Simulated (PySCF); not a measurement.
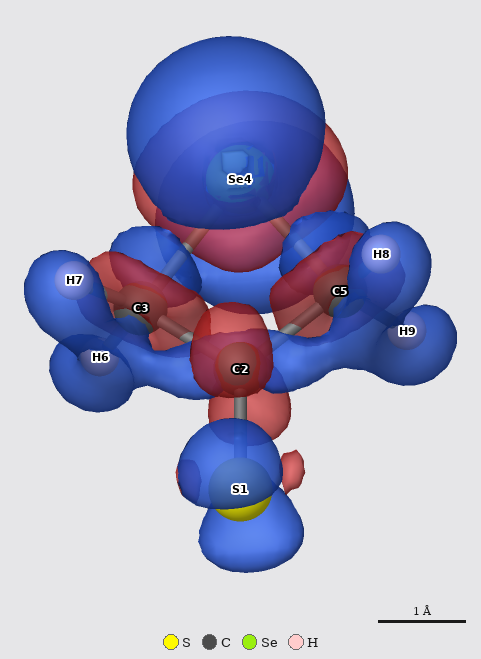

Figure. C3H4SSe, SMILES `S=C1C[Se]C1`. Fukui function f⁻ = ρ(N) − ρ(N−1) at fixed geometry, surfaces at ±0.02 e/Å³ (blue positive, red negative).

Method: HF/def2-SVPD; geometry: GFN2-xTB; program: PySCF. No frequency check shows the geometry to be a minimum. GFN2-xTB bond lengths at metals and heavier atoms can be off by up to 0.1 Å and shapes distorted, which carries into these values.

Input

```python
import numpy as np
from pyscf import gto, scf, dft
from pyscf.scf import atom_ks, atom_hf
from scipy.linalg import block_diag

def solve(mol, dm0=None, hcore=None):
    mf = scf.UHF(mol) if mol.spin else scf.RHF(mol)
    mf = mf.density_fit(auxbasis='def2-universal-jkfit')
    mf.conv_tol, mf.max_cycle = 1e-8, 80
    if hcore is not None:
        mf.get_hcore = lambda *args: hcore
    mf.kernel(dm0)
    if not mf.converged:
        mf = mf.newton().run(mf.mo_coeff, mf.mo_occ, max_cycle=30)
    assert mf.converged, 'SCF not converged'
    return mf

mol = gto.M(atom='''
S      2.65168     0.00005     0.00035
C      1.04075    -0.00022    -0.00120
C      0.11456    -1.16928    -0.00017
Se    -1.49451     0.00003     0.00013
C      0.11455     1.16923    -0.00017
H      0.19183    -1.79857    -0.88809
H      0.19168    -1.79860     0.88774
H      0.19185     1.79852     0.88774
H      0.19200     1.79849    -0.88809
''', basis='def2-svpd', charge=0, spin=0, verbose=4)
mf = solve(mol)
out = dict(e0=mf.e_tot, dm0=mf.make_rdm1(), c=mf.mo_coeff, occ=mf.mo_occ, eps=mf.mo_energy)
for name, dq, spin in [('cation', 1, 1), ('anion', -1, 1)]:
    ion = mol.copy().set(charge=mol.charge + dq, spin=spin).build()
    mi = solve(ion)
    if spin and dq > 0 and mol.nao < 130:
        c, _, stable, _ = mi.stability(return_status=True)
        if not stable:
            mi = solve(ion, mi.make_rdm1(c, mi.mo_occ))
    print(name, 'vertical energy change / eV', (mi.e_tot - mf.e_tot) * 27.211386)
    out.update({'e_' + name: mi.e_tot, 'dm_' + name: mi.make_rdm1(), 's2_' + name: mi.spin_square()[0], 'eps_' + name: mi.mo_energy, 'occ_' + name: mi.mo_occ})
# spherically averaged free atoms, for the promolecule
atm = scf.atom_hf.get_atm_nrhf(mol)
pro = block_diag(*[(atm[a[0]][2] * atm[a[0]][3]) @ atm[a[0]][2].T for a in mol._atom])
np.savez('result.npz', pro=pro, **out)
```

Run with:

```sh
OMP_NUM_THREADS=1 python input.py
```

The run took 28 s on 1 thread of Arm Neoverse V2, on a shared host, peak memory 0.4 GiB.

Partitions, critical points and surface values were worked out afterwards from this run's density.

### Which atoms respond most to the removal of an electron?

f⁻ (Hirshfeld-condensed) is largest on Se4 (0.59); the vertical ionisation energy is 7.81 eV (the stability of the cation's solution wasn't checked). Condensed values hint at sites of electrophilic attack but needn't mark the atom that reacts. Orbital relaxation makes it negative in places (0.34 e in all).

| atom | f⁻ | charge |
| --- | --- | --- |
| S1 | +0.18 | −0.16 |
| C2 | −0.03 | +0.05 |
| C3 | +0.05 | −0.07 |
| Se4 | +0.59 | −0.01 |
| C5 | +0.05 | −0.07 |
| H6 | +0.04 | +0.07 |
| H7 | +0.04 | +0.07 |
| H8 | +0.04 | +0.07 |
| H9 | +0.04 | +0.07 |
